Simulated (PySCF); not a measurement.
SMILES [CH3][Ge]([CH3])([CH3])[SiH2][Al]([OH])[OH] at its GFN2-xTB optimised geometry (Å):

```
21

Ge     1.1838    -1.0427     0.0000
C      3.1809    -1.0427     0.0000
C      0.6054    -2.1876    -1.5268
C      0.6203    -2.0039     1.6526
Si     0.1221     1.0803     0.0000
Al    -1.9942     0.8658     1.1256
O     -2.9867    -0.3009     0.5041
O     -2.2701     1.8395     2.4312
H      3.5627    -2.0582     0.0648
H      3.5704    -0.5928    -0.9084
H      3.5685    -0.4815     0.8451
H      1.0580    -3.1741    -1.4669
H     -0.4740    -2.3111    -1.5232
H      0.8885    -1.7460    -2.4783
H      1.1652    -1.6424     2.5209
H     -0.4414    -1.8329     1.8363
H      0.7799    -3.0762     1.5810
H      1.0526     2.0582     0.6050
H      0.0535     1.5503    -1.4017
H     -3.5704    -0.9636     0.1622
H     -2.4178     2.3975     3.1816
```

Computed with PBE0/def2-SVP (PySCF 2.14.0). Cells within 0.4 Å of a nucleus heavier than hydrogen are left out (blank, or x).

Map of the LUMO amplitude (bohr^(-3/2)) on the plane z = 0.0 Å; orbital energy -0.27 eV, overall sign arbitrary:

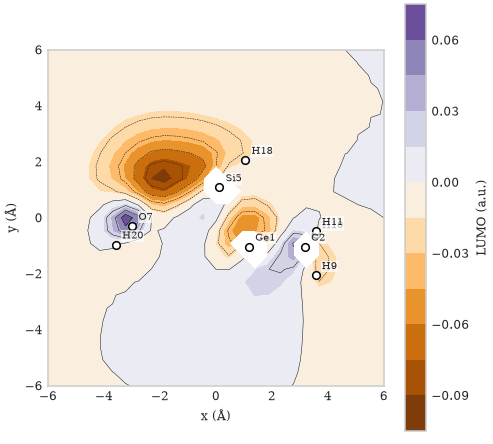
Figure: LUMO amplitude (bohr^(-3/2)) on the plane z = 0.0 Å.
